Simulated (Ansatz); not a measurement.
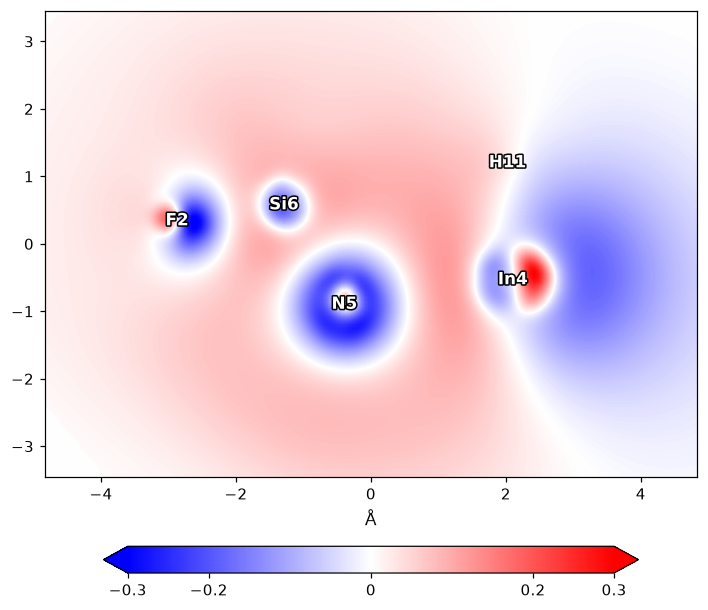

The picture shows: F3H5InNSi (SMILES F[Si](F)(F)[NH2+][InH3-]). The LUMO on the plane of atoms F2, Si6 and N5 (values in Å⁻³ᐟ²; the overall sign is arbitrary).

Geometry: PBE0-D4/def2-SVP; core potentials replace the inner electrons of In.

Computed with Ansatz, isolated molecule in a Gaussian basis; Kohn-Sham density functional theory, functional PBE0.

```xyz
11

F     0.2195    0.9947   -0.5049
F    -0.1144    0.4240    1.9791
F    -2.1096    0.1469    0.3851
In   -2.4920    3.6438   -1.0938
N    -1.3319    2.6738    0.9235
Si   -0.8294    1.0391    0.6890
H    -2.0317    2.8130    1.6529
H    -0.5752    3.3429    1.0677
H    -3.9743    3.9320   -0.2299
H    -1.3422    4.9398   -1.2549
H    -2.3353    2.2279   -2.0845
```

Q: Where does this orbital lie, and at what energy?

A: By Hirshfeld shares it lies mainly on In4 (about 35 %), Si6 (about 20 %), H7 (about 10 %), H8 (about 10 %) and N5 (about 10 %). Its energy is −1.08 eV.
